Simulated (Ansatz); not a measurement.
# AlH6N: what the fields show

Input

```
crystal:
  periodic: [false, false, false]
  atoms:
    - { symbol: Al, position_ang: [0.02684, 0.255621, -0.027958] }
    - { symbol: H, position_ang: [-0.176422, 0.310137, 1.533497] }
    - { symbol: H, position_ang: [1.505596, 0.363515, -0.638752] }
    - { symbol: H, position_ang: [-1.258179, 0.116627, -0.977379] }
    - { symbol: "N", position_ang: [0.047093, -2.517171, 1.372055] }
    - { symbol: H, position_ang: [-0.650974, -2.741527, 0.656883] }
    - { symbol: H, position_ang: [0.987067, -2.583395, 0.970764] }
    - { symbol: H, position_ang: [-0.113021, -1.549906, 1.73359] }
basis:
  gaussian: { orbitals: "6-31G*" }
hamiltonian:
  xc: pbe
  dispersion: d4
relax:
  f_tol: 0.03
  max_steps: 50
output:
  orbitals: {}
```

Run with:

```sh
ansatz run input.yaml --threads 1 --pin off --max-ram 2048MiB --backend cpu --events-out ev --progress --plain --runs-dir out
```

The fields are those of the relaxed geometry.

Level of theory: RKS PBE-D4/6-31G* (Ansatz).

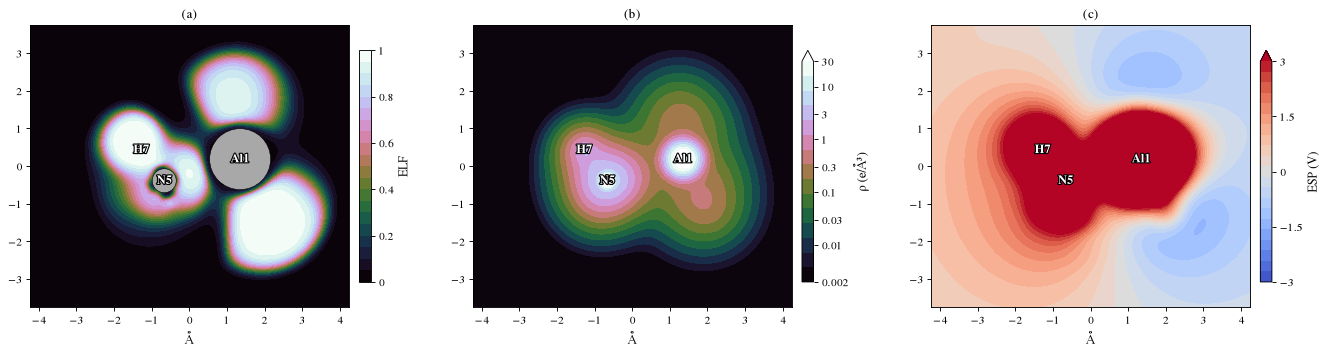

Figure 1. (a) electron localisation function; (b) electron density; (c) electrostatic potential on the plane of atoms Al1, N5 and H7. Grey discs cover the atomic cores in the ELF map.

> Describe what can be read from this map.

The plane passes through Al, N and H nuclei. Al–N (2.10 Å): the density is about 0.43 e/Å³ at the midpoint; the ELF peaks at about 0.95 in the valence shell of N, 0.7 Å from its nucleus, and is about 0.70 at the midpoint. N–H (1.03 Å): the density is about 2.8 e/Å³ at the midpoint; the ELF climbs to about 1 towards the hydrogen, as it does in any bond to H: a covalent bond by its length. Outside the dense part of the molecule the potential is most negative (−1.3 V) near H2, H3 and H4, which lies off the plane.

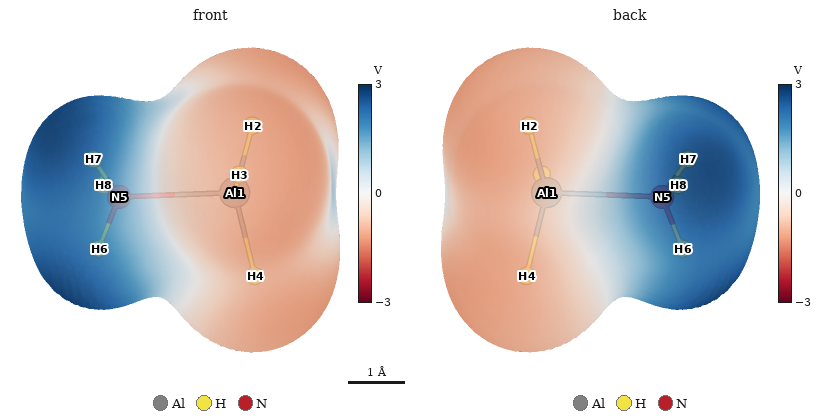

Figure 2. The molecular electrostatic potential painted on the density surface at 0.002 e/bohr³, seen from the front and from behind; red is negative and blue positive.

> Describe the electrostatic potential map.

The most negative region (about −1.2 V) lies over H2, H3 and H4, the most positive (about +2.8 V) over H6, H7 and H8.

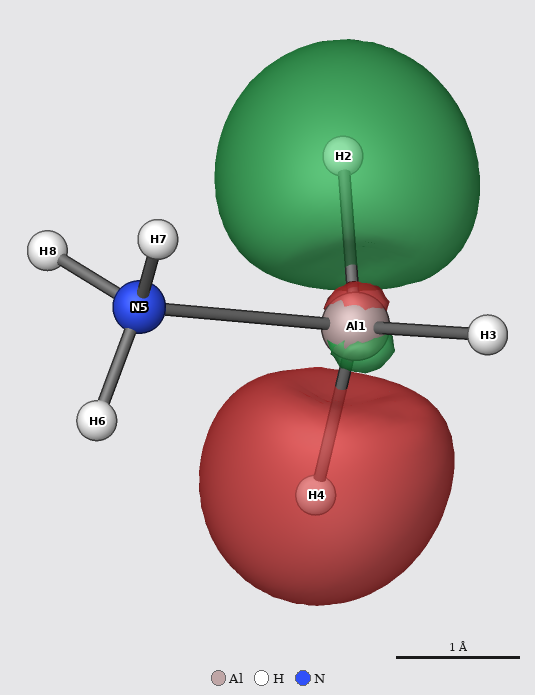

Figure 3. The HOMO at ±0.15 Å⁻³ᐟ² (green and red are the two phases), seen at a tilt.

> Where does this orbital lie, and at what energy?

By Hirshfeld shares it lies mainly on Al1 (about 35 %), H2 (about 30 %) and H4 (about 30 %). It is one of a degenerate set, so its orientation is arbitrary. Its energy is −6.04 eV.
